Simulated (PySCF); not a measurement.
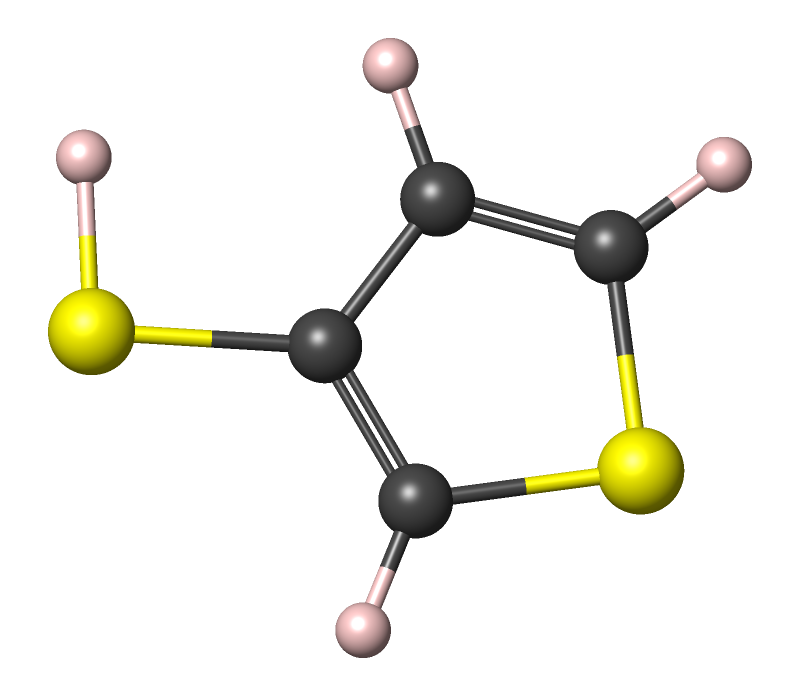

Ball-and-stick drawing of a structure. Double and triple bonds are drawn as two and three sticks. Colours: sulfur yellow, carbon dark grey, hydrogen pink.

The geometry was computed by an optimisation with GFN2-xTB. No frequency run is at hand to confirm it as a minimum.

Question: What is the molecular formula?

Answer: C₄H₄S₂, 10 atoms: 4 carbon, 4 hydrogen and 2 sulfur.

Question: Count the bonded pairs by element.

Answer: 3 C–S, 3 C–C, 3 C–H, 1 S–H.

Question: Name some functional groups or characteristic bonds that it holds.

Answer: Among them: thiol.

Question: What is its SMILES?

Answer: Sc1ccsc1

Question: How many atoms are distinct by symmetry?

Answer: 10: 1 S, 1 C, 1 C, 1 C, 1 S, 1 C, 1 H, 1 H, 1 H, 1 H.

The parts below concern this one geometry. Atoms keep their numbers from picture to picture.

Dipole moment

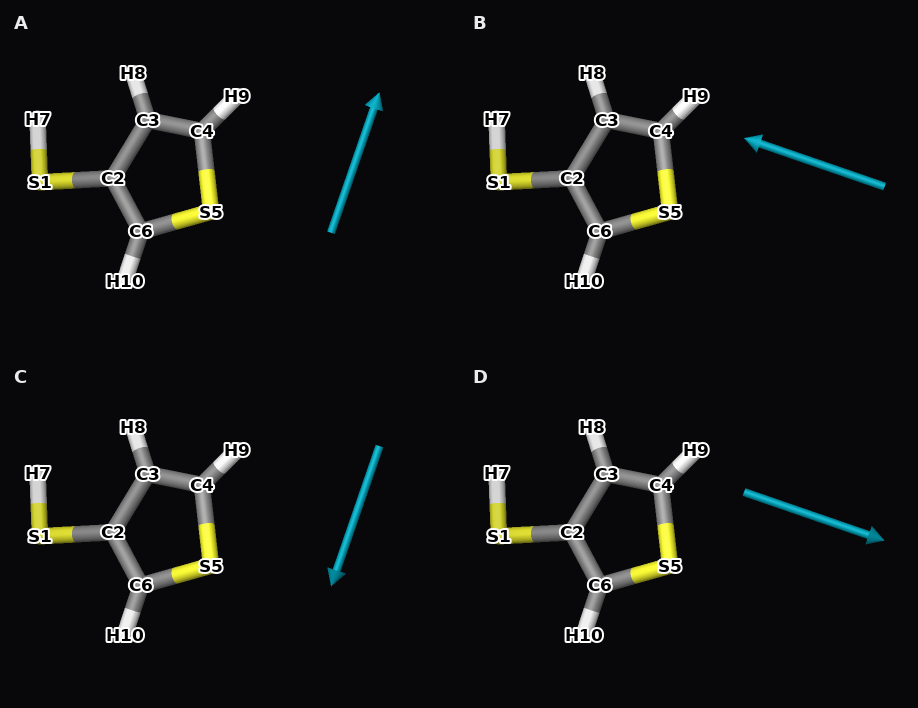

The same molecule four times, each with an arrow. No frequency run is at hand to confirm it as a minimum. Method: PBE0/pcSseg-1, gas phase (PySCF 2.14.0).

Question: Which arrow points along the dipole moment, from the negative to the positive end?

Answer: A. The dipole moment is 1.41 D; it points from the side of H10 to the side of H9 (the outermost atoms at the two ends).

Ring current

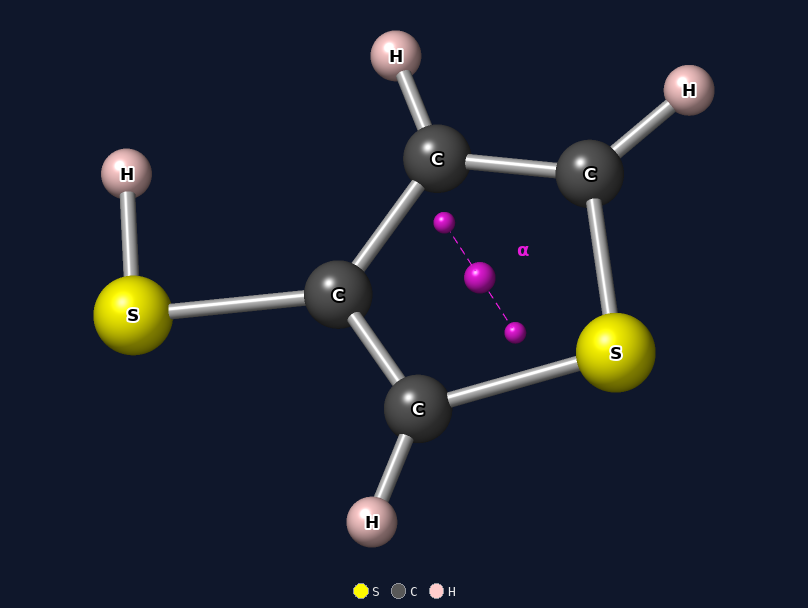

The small points mark where nucleus-independent chemical shifts (NICS) were computed: at the centre of each lettered ring and 1 Å above and below it. No frequency run is at hand to confirm it as a minimum. Method: GIAO PBE0/pcSseg-1 NMR shielding, non-relativistic, gas phase (PySCF 2.14.0).

Give NICS(0), NICS(1) and the out-of-plane component NICS(1)zz for each ring (means of the two sides).

| ring | members | NICS(0) | NICS(1) | NICS(1)zz |
| --- | --- | --- | --- | --- |
| α | C4S | −12.8 | −11.0 | −25.8 |

Values in ppm.

Question: What do the values say about the ring currents?

Answer: Ring α: diatropic, as in an aromatic ring. NICS is one index among several.

NMR shielding

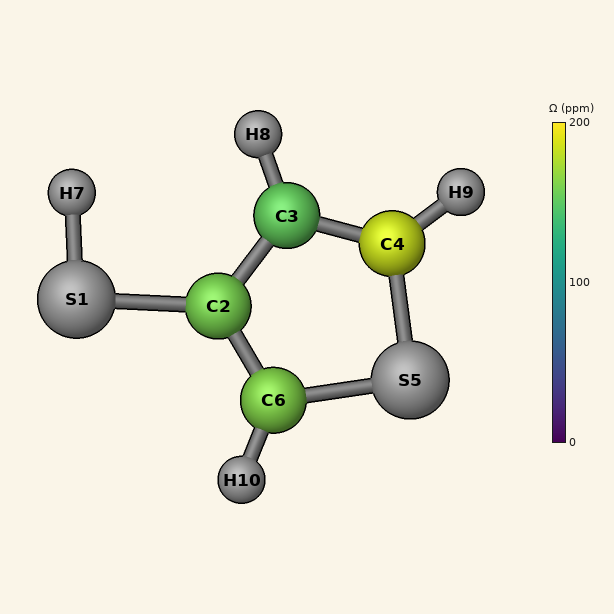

The C atoms are coloured by the span of their shielding tensor. No frequency run is at hand to confirm it as a minimum. Properties computed with GIAO PBE0/pcSseg-1 NMR shielding, non-relativistic, gas phase (PySCF 2.14.0). Principal shieldings σ11 ≤ σ22 ≤ σ33, span Ω = σ33 − σ11, skew κ = 3(σiso − σ22)/Ω.

Question: Which C atom has the most anisotropic shielding?

Answer: C4, with a span of 184 ppm.

Give the shielding tensors of the C atoms.

```csv
atom,σ11,σ22,σ33,σiso,Ω,κ
C2,−23.5,46.1,135.9,52.8,159.4,0.13
C3,−23.4,57.0,129.5,54.4,152.9,−0.05
C4,−37.6,47.0,146.7,52.0,184.3,0.08
C6,−19.9,68.8,143.1,64.0,163.0,−0.09
```

Shieldings and span in ppm.
